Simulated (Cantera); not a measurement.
Feed: 1 mol CS2, 5.7 mol N2, equilibrated at 143 Torr.

Cantera equilibrium calculation (NASA polynomials, part measured and part estimated; ideal gas, pure solids and liquids). Candidate condensed phases: C, S; 31 gas species. Ions and electrons are included (thermal ionisation). Kinetics and transport are ignored.

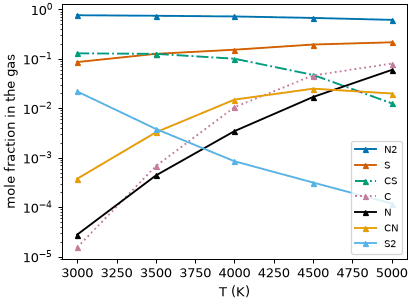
Equilibrium gas composition (values under 1e-9 drawn at 1e-9)

From 3000 K to 5000 K nothing is condensed. The main C-bearing gas is CS at 3000 K and C at 5000 K.
